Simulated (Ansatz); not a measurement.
H7NSi2···H2S

The calculation's input:

```
crystal:
  periodic: [false, false, false]
  atoms:
    - {symbol: Si, position_ang: [-0.980599, 0.236110, 0.056412]}
    - {symbol: S, position_ang: [1.383185, -0.132067, 2.902979]}
    - {symbol: H, position_ang: [-1.383957, -0.819761, 1.019648]}
    - {symbol: H, position_ang: [-0.656069, 1.499596, 0.770977]}
    - {symbol: N, position_ang: [-2.353052, 0.547671, -0.951077]}
    - {symbol: H, position_ang: [2.267322, -0.987038, 2.367393]}
    - {symbol: Si, position_ang: [0.900961, -0.468692, -1.170449]}
    - {symbol: H, position_ang: [2.043925, 0.932588, 2.424109]}
    - {symbol: H, position_ang: [-2.853820, -0.234196, -1.343536]}
    - {symbol: H, position_ang: [-2.315580, 1.306413, -1.613740]}
    - {symbol: H, position_ang: [0.604357, -1.760006, -1.855632]}
    - {symbol: H, position_ang: [1.198031, 0.534754, -2.234336]}
    - {symbol: H, position_ang: [2.145297, -0.655374, -0.372848]}
basis:
  gaussian: {orbitals: def2-TZVPP}
hamiltonian: {xc: pbe0, dispersion: d4}
output: {orbitals: {seedname: orbitals}}
```

Launched as:

```sh
ansatz run in.yaml --threads 8 --pin off --events-out ev --progress --plain --max-ram 19148MiB
```

The product side of a reaction path; geometry: PBE0-D4/def2-TZVP; a saddle point, not a minimum.

All numbers below come from Ansatz, RKS PBE0-D4/def2-TZVPP.

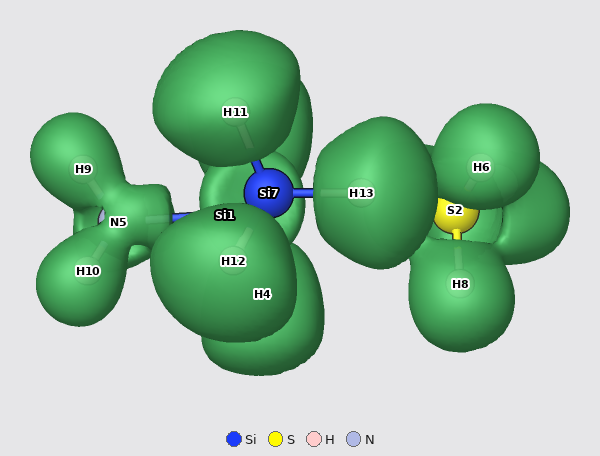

Figure 1. Isosurface of the electron localisation function at 0.75 (green), seen from one side. Only the valence region is drawn (cores and ρ < 0.01 e/Å³ removed).

Identify the bonds, lone pairs and shells in this picture.

Answer. The surface consists of one region between bonded Si–Si atoms (shared pairs), five regions around hydrogen nuclei, one joined region spread over several atoms (H, N), in which their bonds and any lone pairs are merged and one joined region spread over several atoms (H, S), in which their bonds and any lone pairs are merged.


Si1···S2 (3.72 Å): the ELF dips to about 0 between them (a non-bonded, intermolecular contact). Si–N (1.73 Å): the ELF peaks at about 0.90 between the atoms; a polar covalent bond.

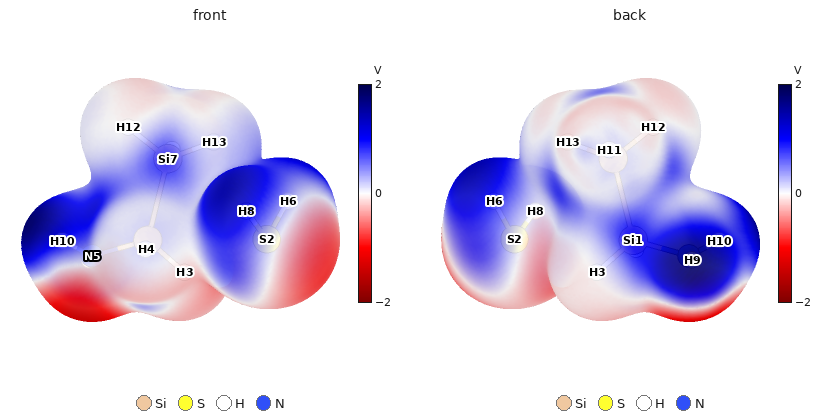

Figure 2. The molecular electrostatic potential painted on the density surface at 0.002 e/bohr³, seen from the front and from behind; red is negative and blue positive.

Where is the surface potential most negative and most positive?

Answer. The most negative region (about −1.3 V, or −30 kcal/mol for a unit charge) lies over N5, the most positive (about +1.8 V, or +42 kcal/mol for a unit charge) over H9 and H10. N5 is the likeliest acceptor of a hydrogen bond.

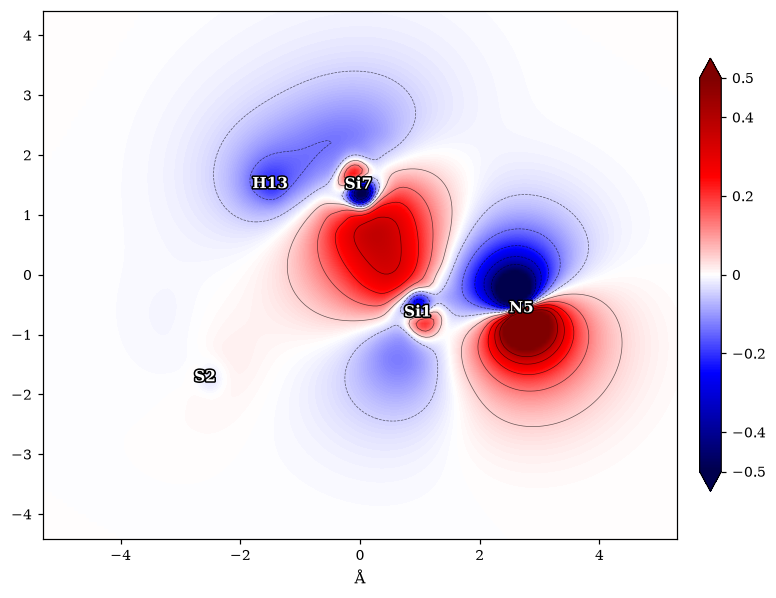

Figure 3. The HOMO on the plane of atoms N5, Si1 and Si7 (values in Å⁻³ᐟ²; the overall sign is arbitrary).

What is the character of this orbital?

Answer. It lies mainly on N5 (about 40 %), Si7 (about 20 %) and Si1 (about 20 %). Its energy is −6.91 eV.
